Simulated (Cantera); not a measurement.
Charge: 1 mol SiH₂Cl₂, 0.098 mol O₂, a varied amount of N₂, held at 1300 K and 750 Torr.

These are equilibrium values from Cantera (NASA tables, ideal gas, pure condensed phases), not measurements of a reactor. Candidate condensed phases: H₂O, NH₄Cl, Si, SiO₂, Si₂N₂O, Si₃N₄; 47 gas species. N₂ is the only nitrogen source here; it is nearly inert below about 1500 K, so the nitride shown seldom forms there in practice. Mutual solubility and eutectic melting of coexisting phases are not modelled. The tables' values for SiCl₃ are old estimates; treat these amounts as uncertain. Rates play no part.

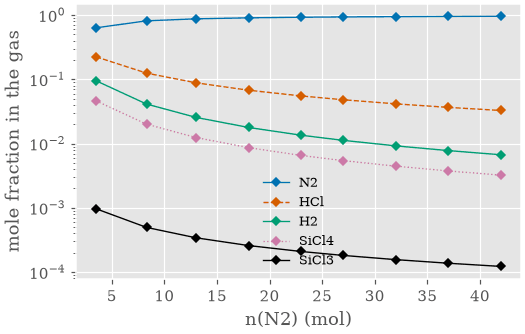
Figure: Equilibrium gas composition (values under 1e-9 drawn at 1e-9)

From 3.5 mol N₂ to 42 mol N₂ the condensed part is Si₂N₂O(s) + Si₃N₄(s). The main Si-bearing gas is SiCl₄ throughout. The share of Si in condensed phases is highest at 42 mol N₂ (85.2 %) and lowest at 3.5 mol N₂ (76.7 %).
